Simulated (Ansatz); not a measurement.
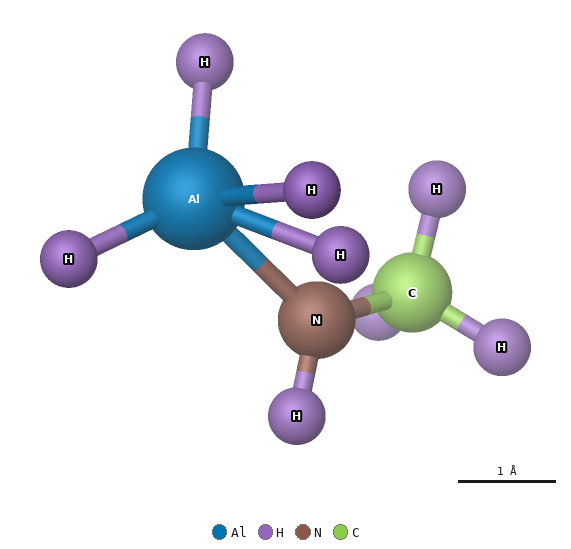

Fig. 1: The starting structure (ball-and-stick view, seen at a tilt). Sticks mark near contacts.

**CH$_{8}$AlN: molecular dynamics (part 1 of 3)**

CH$_{8}$AlN, computed with RKS LDA/6-31G* (Ansatz 0.2.0).

It belongs to a series of runs on one base structure; here: dynamics from the highest image of the converged band.

### Input file
```yaml
crystal:
  periodic: [false, false, false]
  atoms:
    - { symbol: Al, position_ang: [0.135953, -0.488381, -0.086197] }
    - { symbol: H, position_ang: [-0.443871, 0.41967, 1.435647] }
    - { symbol: H, position_ang: [1.655423, -0.019626, -0.267606] }
    - { symbol: H, position_ang: [-1.063946, -0.281429, -1.124676] }
    - { symbol: "N", position_ang: [-0.096688, -1.921574, 1.116543] }
    - { symbol: H, position_ang: [-0.920624, -2.525167, 1.023552] }
    - { symbol: C, position_ang: [1.001936, -2.552988, 1.810409] }
    - { symbol: H, position_ang: [1.462889, -3.384862, 1.236527] }
    - { symbol: H, position_ang: [1.800287, -1.805043, 1.983305] }
    - { symbol: H, position_ang: [0.703332, -2.949662, 2.801615] }
    - { symbol: H, position_ang: [-0.439789, -0.533036, 1.626882] }
basis:
  gaussian: { orbitals: "6-31G*" }
hamiltonian:
  xc: lda
md:
  timestep: 0.5
  n_steps: 200
  ensemble: nve
  temperature: 100.0
  initial_velocities: maxwell_boltzmann
  seed: 11925
```

Command:
```bash
ansatz run input.yaml --threads 1 --pin off --max-ram 2048MiB --backend cpu --events-out ev --progress --plain --runs-dir out
```

### What the program printed
```
Engine: ansatz 0.2.0, aarch64-unknown-linux-gnu
Functional definition: SPW92
  exchange = slater_x
  correlation = pw_c
919 factors; their error is unknown
mean field evaluation 1: about -9190.5822 eV, gradient 6.4e1 eV
mean field evaluation 2: about -9152.4073 eV, gradient 1.3e2 eV
mean field evaluation 4: about -9199.5006 eV, gradient 1.1e1 eV
mean field evaluation 8: about -9199.7362 eV, gradient 2.1e-1 eV
mean field evaluation 16: about -9199.6945 eV, gradient 1.4e-4 eV
mean field -9199.69449486 eV, -338.0825369092 hartree, gradient 1.3e-5 eV, S^2 0.000000; 0 other end points of the search recorded, 0 dependent functions left out
the calculation of the forces begins
reference -9199.69453507 eV, -338.0825383868 hartree; 17, 17 occupied and 48, 48 virtual orbitals, 919 factors
md step     0: t =     0.00 fs  T =   100.0 K  F+E_penalty+E_count = -9199.69449486 eV  E_kin = 0.116334 eV  conserved = -9199.57816086 eV  (26 SCF iters)
these checks for a lower state are left out or cut short: starts, cluster_reference, orbital_swaps, neighbouring_geometries, increment
919 factors; their error is unknown
mean field -9199.69286716 eV, -338.0824770922 hartree, gradient 2.6e-5 eV, S^2 0.000000; 0 other end points of the search recorded, 0 dependent functions left out
the calculation of the forces begins
reference -9199.69290735 eV, -338.0824785692 hartree; 17, 17 occupied and 48, 48 virtual orbitals, 919 factors
md step     1: t =     0.50 fs  T =    98.6 K  F+E_penalty+E_count = -9199.69286716 eV  E_kin = 0.114731 eV  conserved = -9199.57813623 eV  (28 SCF iters)
[... from here on the SCF iterations and repeated set-up lines of each step are left out, up to the last step ...]
md step     2: t =     1.00 fs  T =    94.8 K  F+E_penalty+E_count = -9199.68832663 eV  E_kin = 0.110248 eV  conserved = -9199.57807843 eV  (29 SCF iters)
md step     3: t =     1.50 fs  T =    89.2 K  F+E_penalty+E_count = -9199.68176135 eV  E_kin = 0.103759 eV  conserved = -9199.57800279 eV  (28 SCF iters)
md step     4: t =     2.00 fs  T =    82.9 K  F+E_penalty+E_count = -9199.67434274 eV  E_kin = 0.096414 eV  conserved = -9199.57792878 eV  (28 SCF iters)
md step     5: t =     2.50 fs  T =    76.8 K  F+E_penalty+E_count = -9199.66722365 eV  E_kin = 0.089351 eV  conserved = -9199.57787276 eV  (29 SCF iters)
md step     6: t =     3.00 fs  T =    71.7 K  F+E_penalty+E_count = -9199.66128538 eV  E_kin = 0.083444 eV  conserved = -9199.57784164 eV  (28 SCF iters)
md step     7: t =     3.50 fs  T =    68.1 K  F+E_penalty+E_count = -9199.65702609 eV  E_kin = 0.079194 eV  conserved = -9199.57783233 eV  (27 SCF iters)
md step     8: t =     4.00 fs  T =    66.0 K  F+E_penalty+E_count = -9199.65460659 eV  E_kin = 0.076771 eV  conserved = -9199.57783534 eV  (27 SCF iters)
md step     9: t =     4.50 fs  T =    65.5 K  F+E_penalty+E_count = -9199.65399360 eV  E_kin = 0.076152 eV  conserved = -9199.57784167 eV  (27 SCF iters)
md step    10: t =     5.00 fs  T =    66.4 K  F+E_penalty+E_count = -9199.65509969 eV  E_kin = 0.077252 eV  conserved = -9199.57784789 eV  (28 SCF iters)
md step    11: t =     5.50 fs  T =    68.8 K  F+E_penalty+E_count = -9199.65784056 eV  E_kin = 0.079983 eV  conserved = -9199.57785790 eV  (28 SCF iters)
md step    12: t =     6.00 fs  T =    72.4 K  F+E_penalty+E_count = -9199.66208506 eV  E_kin = 0.084205 eV  conserved = -9199.57788013 eV  (27 SCF iters)
md step    13: t =     6.50 fs  T =    77.0 K  F+E_penalty+E_count = -9199.66753612 eV  E_kin = 0.089614 eV  conserved = -9199.57792248 eV  (28 SCF iters)
md step    14: t =     7.00 fs  T =    82.2 K  F+E_penalty+E_count = -9199.67361980 eV  E_kin = 0.095633 eV  conserved = -9199.57798643 eV  (27 SCF iters)
md step    15: t =     7.50 fs  T =    87.2 K  F+E_penalty+E_count = -9199.67947476 eV  E_kin = 0.101413 eV  conserved = -9199.57806160 eV  (28 SCF iters)
md step    16: t =     8.00 fs  T =    91.1 K  F+E_penalty+E_count = -9199.68412071 eV  E_kin = 0.105997 eV  conserved = -9199.57812375 eV  (27 SCF iters)
md step    17: t =     8.50 fs  T =    93.4 K  F+E_penalty+E_count = -9199.68682787 eV  E_kin = 0.108688 eV  conserved = -9199.57813990 eV  (27 SCF iters)
md step    18: t =     9.00 fs  T =    94.1 K  F+E_penalty+E_count = -9199.68759710 eV  E_kin = 0.109513 eV  conserved = -9199.57808441 eV  (26 SCF iters)
md step    19: t =     9.50 fs  T =    94.2 K  F+E_penalty+E_count = -9199.68750521 eV  E_kin = 0.109543 eV  conserved = -9199.57796180 eV  (27 SCF iters)
md step    20: t =    10.00 fs  T =    95.2 K  F+E_penalty+E_count = -9199.68858531 eV  E_kin = 0.110765 eV  conserved = -9199.57782030 eV  (27 SCF iters)
md step    21: t =    10.50 fs  T =    99.1 K  F+E_penalty+E_count = -9199.69307138 eV  E_kin = 0.115337 eV  conserved = -9199.57773475 eV  (27 SCF iters)
md step    22: t =    11.00 fs  T =   107.0 K  F+E_penalty+E_count = -9199.70228230 eV  E_kin = 0.124523 eV  conserved = -9199.57775929 eV  (27 SCF iters)
md step    23: t =    11.50 fs  T =   118.6 K  F+E_penalty+E_count = -9199.71583133 eV  E_kin = 0.137944 eV  conserved = -9199.57788715 eV  (27 SCF iters)
md step    24: t =    12.00 fs  T =   132.1 K  F+E_penalty+E_count = -9199.73173542 eV  E_kin = 0.153680 eV  conserved = -9199.57805533 eV  (28 SCF iters)
md step    25: t =    12.50 fs  T =   145.4 K  F+E_penalty+E_count = -9199.74735848 eV  E_kin = 0.169170 eV  conserved = -9199.57818807 eV  (28 SCF iters)
md step    26: t =    13.00 fs  T =   156.7 K  F+E_penalty+E_count = -9199.76056522 eV  E_kin = 0.182327 eV  conserved = -9199.57823858 eV  (28 SCF iters)
md step    27: t =    13.50 fs  T =   165.3 K  F+E_penalty+E_count = -9199.77047077 eV  E_kin = 0.192271 eV  conserved = -9199.57820025 eV  (28 SCF iters)
md step    28: t =    14.00 fs  T =   171.5 K  F+E_penalty+E_count = -9199.77758315 eV  E_kin = 0.199488 eV  conserved = -9199.57809539 eV  (29 SCF iters)
md step    29: t =    14.50 fs  T =   176.7 K  F+E_penalty+E_count = -9199.78348362 eV  E_kin = 0.205525 eV  conserved = -9199.57795890 eV  (28 SCF iters)
md step    30: t =    15.00 fs  T =   182.6 K  F+E_penalty+E_count = -9199.79028589 eV  E_kin = 0.212458 eV  conserved = -9199.57782746 eV  (28 SCF iters)
md step    31: t =    15.50 fs  T =   191.1 K  F+E_penalty+E_count = -9199.80004797 eV  E_kin = 0.222313 eV  conserved = -9199.57773515 eV  (27 SCF iters)
md step    32: t =    16.00 fs  T =   203.3 K  F+E_penalty+E_count = -9199.81422031 eV  E_kin = 0.236508 eV  conserved = -9199.57771198 eV  (29 SCF iters)
md step    33: t =    16.50 fs  T =   219.5 K  F+E_penalty+E_count = -9199.83316944 eV  E_kin = 0.255388 eV  conserved = -9199.57778120 eV  (28 SCF iters)
md step    34: t =    17.00 fs  T =   238.9 K  F+E_penalty+E_count = -9199.85583344 eV  E_kin = 0.277882 eV  conserved = -9199.57795165 eV  (28 SCF iters)
md step    35: t =    17.50 fs  T =   259.1 K  F+E_penalty+E_count = -9199.87963818 eV  E_kin = 0.301436 eV  conserved = -9199.57820222 eV  (29 SCF iters)
md step    36: t =    18.00 fs  T =   277.2 K  F+E_penalty+E_count = -9199.90090826 eV  E_kin = 0.322447 eV  conserved = -9199.57846162 eV  (28 SCF iters)
md step    37: t =    18.50 fs  T =   290.1 K  F+E_penalty+E_count = -9199.91603672 eV  E_kin = 0.337432 eV  conserved = -9199.57860497 eV  (27 SCF iters)
md step    38: t =    19.00 fs  T =   296.5 K  F+E_penalty+E_count = -9199.92339269 eV  E_kin = 0.344891 eV  conserved = -9199.57850206 eV  (28 SCF iters)
md step    39: t =    19.50 fs  T =   298.3 K  F+E_penalty+E_count = -9199.92514556 eV  E_kin = 0.347009 eV  conserved = -9199.57813675 eV  (28 SCF iters)
md step    40: t =    20.00 fs  T =   300.5 K  F+E_penalty+E_count = -9199.92724823 eV  E_kin = 0.349537 eV  conserved = -9199.57771082 eV  (29 SCF iters)
md step    41: t =    20.50 fs  T =   308.3 K  F+E_penalty+E_count = -9199.93626470 eV  E_kin = 0.358715 eV  conserved = -9199.57754924 eV  (28 SCF iters)
md step    42: t =    21.00 fs  T =   323.9 K  F+E_penalty+E_count = -9199.95461288 eV  E_kin = 0.376811 eV  conserved = -9199.57780138 eV  (28 SCF iters)
md step    43: t =    21.50 fs  T =   344.0 K  F+E_penalty+E_count = -9199.97844718 eV  E_kin = 0.400168 eV  conserved = -9199.57827895 eV  (28 SCF iters)
md step    44: t =    22.00 fs  T =   362.5 K  F+E_penalty+E_count = -9200.00040026 eV  E_kin = 0.421749 eV  conserved = -9199.57865164 eV  (28 SCF iters)
md step    45: t =    22.50 fs  T =   374.6 K  F+E_penalty+E_count = -9200.01448800 eV  E_kin = 0.435755 eV  conserved = -9199.57873341 eV  (29 SCF iters)
md step    46: t =    23.00 fs  T =   378.7 K  F+E_penalty+E_count = -9200.01907499 eV  E_kin = 0.440523 eV  conserved = -9199.57855151 eV  (29 SCF iters)
md step    47: t =    23.50 fs  T =   376.9 K  F+E_penalty+E_count = -9200.01667389 eV  E_kin = 0.438432 eV  conserved = -9199.57824155 eV  (29 SCF iters)
md step    48: t =    24.00 fs  T =   373.1 K  F+E_penalty+E_count = -9200.01195514 eV  E_kin = 0.434014 eV  conserved = -9199.57794094 eV  (29 SCF iters)
md step    49: t =    24.50 fs  T =   371.2 K  F+E_penalty+E_count = -9200.00957407 eV  E_kin = 0.431826 eV  conserved = -9199.57774821 eV  (29 SCF iters)
md step    50: t =    25.00 fs  T =   373.8 K  F+E_penalty+E_count = -9200.01254423 eV  E_kin = 0.434822 eV  conserved = -9199.57772212 eV  (28 SCF iters)
md step    51: t =    25.50 fs  T =   381.1 K  F+E_penalty+E_count = -9200.02126198 eV  E_kin = 0.443378 eV  conserved = -9199.57788352 eV  (28 SCF iters)
md step    52: t =    26.00 fs  T =   391.1 K  F+E_penalty+E_count = -9200.03319674 eV  E_kin = 0.454993 eV  conserved = -9199.57820358 eV  (29 SCF iters)
md step    53: t =    26.50 fs  T =   399.6 K  F+E_penalty+E_count = -9200.04345094 eV  E_kin = 0.464875 eV  conserved = -9199.57857546 eV  (29 SCF iters)
md step    54: t =    27.00 fs  T =   402.1 K  F+E_penalty+E_count = -9200.04654884 eV  E_kin = 0.467743 eV  conserved = -9199.57880620 eV  (28 SCF iters)
md step    55: t =    27.50 fs  T =   396.1 K  F+E_penalty+E_count = -9200.03944661 eV  E_kin = 0.460757 eV  conserved = -9199.57868949 eV  (29 SCF iters)
md step    56: t =    28.00 fs  T =   383.6 K  F+E_penalty+E_count = -9200.02449388 eV  E_kin = 0.446297 eV  conserved = -9199.57819647 eV  (26 SCF iters)
md step    57: t =    28.50 fs  T =   371.2 K  F+E_penalty+E_count = -9200.00951956 eV  E_kin = 0.431883 eV  conserved = -9199.57763671 eV  (29 SCF iters)
md step    58: t =    29.00 fs  T =   365.8 K  F+E_penalty+E_count = -9200.00302848 eV  E_kin = 0.425554 eV  conserved = -9199.57747491 eV  (30 SCF iters)
md step    59: t =    29.50 fs  T =   369.3 K  F+E_penalty+E_count = -9200.00744722 eV  E_kin = 0.429598 eV  conserved = -9199.57784961 eV  (29 SCF iters)
md step    60: t =    30.00 fs  T =   377.1 K  F+E_penalty+E_count = -9200.01715812 eV  E_kin = 0.438747 eV  conserved = -9199.57841153 eV  (28 SCF iters)
md step    61: t =    30.50 fs  T =   382.3 K  F+E_penalty+E_count = -9200.02350838 eV  E_kin = 0.444784 eV  conserved = -9199.57872392 eV  (27 SCF iters)
md step    62: t =    31.00 fs  T =   380.5 K  F+E_penalty+E_count = -9200.02131349 eV  E_kin = 0.442666 eV  conserved = -9199.57864786 eV  (27 SCF iters)
md step    63: t =    31.50 fs  T =   372.1 K  F+E_penalty+E_count = -9200.01125411 eV  E_kin = 0.432932 eV  conserved = -9199.57832244 eV  (27 SCF iters)
md step    64: t =    32.00 fs  T =   361.1 K  F+E_penalty+E_count = -9199.99804286 eV  E_kin = 0.420085 eV  conserved = -9199.57795833 eV  (27 SCF iters)
md step    65: t =    32.50 fs  T =   352.0 K  F+E_penalty+E_count = -9199.98722970 eV  E_kin = 0.409521 eV  conserved = -9199.57770830 eV  (28 SCF iters)
md step    66: t =    33.00 fs  T =   348.2 K  F+E_penalty+E_count = -9199.98271442 eV  E_kin = 0.405067 eV  conserved = -9199.57764704 eV  (28 SCF iters)
md step    67: t =    33.50 fs  T =   350.4 K  F+E_penalty+E_count = -9199.98545021 eV  E_kin = 0.407658 eV  conserved = -9199.57779249 eV  (28 SCF iters)
md step    68: t =    34.00 fs  T =   356.7 K  F+E_penalty+E_count = -9199.99312900 eV  E_kin = 0.415016 eV  conserved = -9199.57811277 eV  (28 SCF iters)
md step    69: t =    34.50 fs  T =   363.0 K  F+E_penalty+E_count = -9200.00076358 eV  E_kin = 0.422256 eV  conserved = -9199.57850750 eV  (28 SCF iters)
md step    70: t =    35.00 fs  T =   364.1 K  F+E_penalty+E_count = -9200.00240830 eV  E_kin = 0.423620 eV  conserved = -9199.57878814 eV  (27 SCF iters)
md step    71: t =    35.50 fs  T =   357.1 K  F+E_penalty+E_count = -9199.99416744 eV  E_kin = 0.415439 eV  conserved = -9199.57872819 eV  (29 SCF iters)
md step    72: t =    36.00 fs  T =   343.2 K  F+E_penalty+E_count = -9199.97752627 eV  E_kin = 0.399279 eV  conserved = -9199.57824702 eV  (29 SCF iters)
md step    73: t =    36.50 fs  T =   328.9 K  F+E_penalty+E_count = -9199.96019965 eV  E_kin = 0.382579 eV  conserved = -9199.57762043 eV  (29 SCF iters)
md step    74: t =    37.00 fs  T =   321.8 K  F+E_penalty+E_count = -9199.95172753 eV  E_kin = 0.374359 eV  conserved = -9199.57736869 eV  (29 SCF iters)
md step    75: t =    37.50 fs  T =   325.0 K  F+E_penalty+E_count = -9199.95586143 eV  E_kin = 0.378129 eV  conserved = -9199.57773232 eV  (26 SCF iters)
md step    76: t =    38.00 fs  T =   334.2 K  F+E_penalty+E_count = -9199.96715691 eV  E_kin = 0.388780 eV  conserved = -9199.57837694 eV  (29 SCF iters)
md step    77: t =    38.50 fs  T =   341.2 K  F+E_penalty+E_count = -9199.97576178 eV  E_kin = 0.396983 eV  conserved = -9199.57877866 eV  (29 SCF iters)
md step    78: t =    39.00 fs  T =   340.8 K  F+E_penalty+E_count = -9199.97515260 eV  E_kin = 0.396433 eV  conserved = -9199.57871965 eV  (28 SCF iters)
md step    79: t =    39.50 fs  T =   333.0 K  F+E_penalty+E_count = -9199.96571115 eV  E_kin = 0.387377 eV  conserved = -9199.57833436 eV  (28 SCF iters)
md step    80: t =    40.00 fs  T =   322.5 K  F+E_penalty+E_count = -9199.95302085 eV  E_kin = 0.375141 eV  conserved = -9199.57787956 eV  (29 SCF iters)
md step    81: t =    40.50 fs  T =   315.0 K  F+E_penalty+E_count = -9199.94401114 eV  E_kin = 0.366452 eV  conserved = -9199.57755894 eV  (29 SCF iters)
md step    82: t =    41.00 fs  T =   314.8 K  F+E_penalty+E_count = -9199.94368265 eV  E_kin = 0.366205 eV  conserved = -9199.57747754 eV  (30 SCF iters)
md step    83: t =    41.50 fs  T =   322.9 K  F+E_penalty+E_count = -9199.95332068 eV  E_kin = 0.375664 eV  conserved = -9199.57765641 eV  (29 SCF iters)
md step    84: t =    42.00 fs  T =   337.0 K  F+E_penalty+E_count = -9199.97010699 eV  E_kin = 0.392060 eV  conserved = -9199.57804670 eV  (29 SCF iters)
md step    85: t =    42.50 fs  T =   351.9 K  F+E_penalty+E_count = -9199.98795664 eV  E_kin = 0.409435 eV  conserved = -9199.57852139 eV  (29 SCF iters)
md step    86: t =    43.00 fs  T =   361.7 K  F+E_penalty+E_count = -9199.99965830 eV  E_kin = 0.420793 eV  conserved = -9199.57886530 eV  (29 SCF iters)
md step    87: t =    43.50 fs  T =   362.3 K  F+E_penalty+E_count = -9200.00031161 eV  E_kin = 0.421479 eV  conserved = -9199.57883211 eV  (29 SCF iters)
md step    88: t =    44.00 fs  T =   354.7 K  F+E_penalty+E_count = -9199.99097572 eV  E_kin = 0.412640 eV  conserved = -9199.57833544 eV  (29 SCF iters)
md step    89: t =    44.50 fs  T =   345.5 K  F+E_penalty+E_count = -9199.97959907 eV  E_kin = 0.401932 eV  conserved = -9199.57766726 eV  (29 SCF iters)
md step    90: t =    45.00 fs  T =   343.0 K  F+E_penalty+E_count = -9199.97635410 eV  E_kin = 0.398974 eV  conserved = -9199.57738034 eV  (29 SCF iters)
md step    91: t =    45.50 fs  T =   350.5 K  F+E_penalty+E_count = -9199.98552907 eV  E_kin = 0.407790 eV  conserved = -9199.57773857 eV  (30 SCF iters)
md step    92: t =    46.00 fs  T =   363.9 K  F+E_penalty+E_count = -9200.00176644 eV  E_kin = 0.423361 eV  conserved = -9199.57840501 eV  (29 SCF iters)
md step    93: t =    46.50 fs  T =   374.8 K  F+E_penalty+E_count = -9200.01487070 eV  E_kin = 0.436029 eV  conserved = -9199.57884127 eV  (26 SCF iters)
md step    94: t =    47.00 fs  T =   377.3 K  F+E_penalty+E_count = -9200.01776070 eV  E_kin = 0.438943 eV  conserved = -9199.57881816 eV  (28 SCF iters)
md step    95: t =    47.50 fs  T =   371.2 K  F+E_penalty+E_count = -9200.01024111 eV  E_kin = 0.431781 eV  conserved = -9199.57845984 eV  (29 SCF iters)
md step    96: t =    48.00 fs  T =   360.6 K  F+E_penalty+E_count = -9199.99747328 eV  E_kin = 0.419462 eV  conserved = -9199.57801098 eV  (29 SCF iters)
md step    97: t =    48.50 fs  T =   351.3 K  F+E_penalty+E_count = -9199.98630238 eV  E_kin = 0.408635 eV  conserved = -9199.57766783 eV  (29 SCF iters)
md step    98: t =    49.00 fs  T =   347.7 K  F+E_penalty+E_count = -9199.98208654 eV  E_kin = 0.404546 eV  conserved = -9199.57754023 eV  (29 SCF iters)
md step    99: t =    49.50 fs  T =   351.7 K  F+E_penalty+E_count = -9199.98683004 eV  E_kin = 0.409164 eV  conserved = -9199.57766628 eV  (30 SCF iters)
md step   100: t =    50.00 fs  T =   361.5 K  F+E_penalty+E_count = -9199.99853696 eV  E_kin = 0.420520 eV  conserved = -9199.57801662 eV  (29 SCF iters)
md step   101: t =    50.50 fs  T =   372.4 K  F+E_penalty+E_count = -9200.01175726 eV  E_kin = 0.433284 eV  conserved = -9199.57847331 eV  (29 SCF iters)
md step   102: t =    51.00 fs  T =   378.9 K  F+E_penalty+E_count = -9200.01958788 eV  E_kin = 0.440773 eV  conserved = -9199.57881515 eV  (29 SCF iters)
md step   103: t =    51.50 fs  T =   376.9 K  F+E_penalty+E_count = -9200.01719178 eV  E_kin = 0.438408 eV  conserved = -9199.57878333 eV  (29 SCF iters)
md step   104: t =    52.00 fs  T =   367.3 K  F+E_penalty+E_count = -9200.00561235 eV  E_kin = 0.427321 eV  conserved = -9199.57829110 eV  (29 SCF iters)
md step   105: t =    52.50 fs  T =   356.8 K  F+E_penalty+E_count = -9199.99269969 eV  E_kin = 0.415054 eV  conserved = -9199.57764523 eV  (28 SCF iters)
md step   106: t =    53.00 fs  T =   353.2 K  F+E_penalty+E_count = -9199.98825648 eV  E_kin = 0.410857 eV  conserved = -9199.57739901 eV  (30 SCF iters)
md step   107: t =    53.50 fs  T =   359.5 K  F+E_penalty+E_count = -9199.99595886 eV  E_kin = 0.418176 eV  conserved = -9199.57778272 eV  (29 SCF iters)
```
